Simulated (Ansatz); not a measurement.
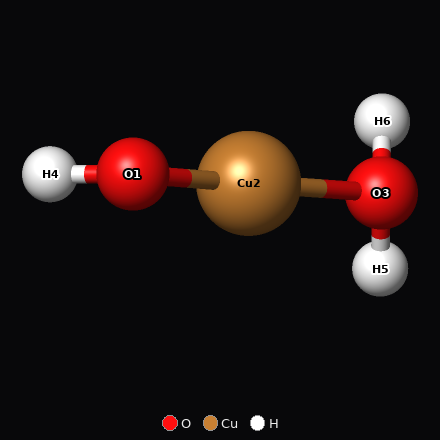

The system is CuH₃O₂, SMILES [OH][Cu-][OH2+]; the picture shows the grid point nearest to the relaxed geometry. 
- Two internal coordinates are moved rigidly from the geometry relaxed at PBE0-D4/def2-TZVP, all others fixed.
- Coordinates scanned: (1) bond O3–H6; (2) bond O1–Cu2.
- Grid: 5 × 5 points.
- Points are written as (first, second).
- Energies are in kJ/mol, from the lowest grid point.
- Theory: RKS PBE0-D4/def2-TZVPP (Ansatz).

Its coordinates:

```xyz
6

O    -1.9060   -1.0652   -0.5093
Cu   -0.3043   -0.3586   -0.0339
O     1.4402    0.2725    0.5275
H    -2.4515   -0.4087   -0.9479
H     1.9992    0.5600   -0.2015
H     1.4016    1.0252    1.1847
```

Range: bond O3–H6 from 0.828 to 1.251 Å; bond O1–Cu2 from 1.597 to 2.130 Å.

Question: What will the energy surface look like?

Answer: The lowest grid point is at (1.000 Å, 1.814 Å). The bottom of the well lies between grid points, at about (0.960 Å, 1.773 Å), about 5 kJ/mol lower on the interpolated surface. It is the only kind of minimum in the scanned range. The highest grid point, (1.251 Å, 2.130 Å), lies 181 kJ/mol above the lowest. Round the minimum the two coordinates are nearly uncoupled.

| bond O1–Cu2 ↓, bond O3–H6 → | 0.828 | 0.898 | 1.000 | 1.119 | 1.251 |
| --- | --- | --- | --- | --- | --- |
| 2.130 | 126 | 76 | 68 | 109 | 181 |
| 1.964 | 82 | 32 | 24 | 66 | 137 |
| 1.814 | 58 | 8 | 0 | 42 | 113 |
| 1.685 | 66 | 16 | 8 | 49 | 121 |
| 1.597 | 99 | 49 | 42 | 83 | 155 |

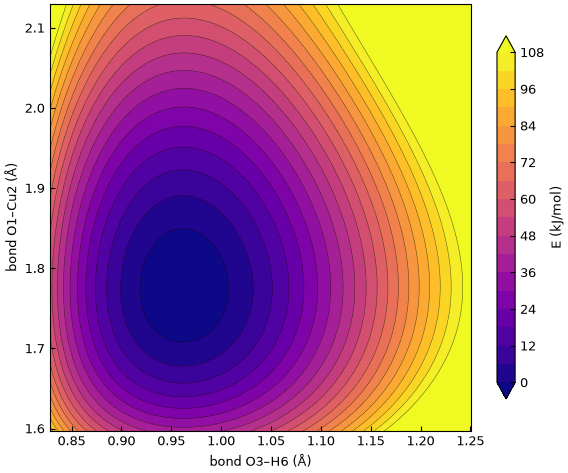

In the figure: filled contours, one colour for all values above the top of the scale. Between grid points the surface is interpolated.
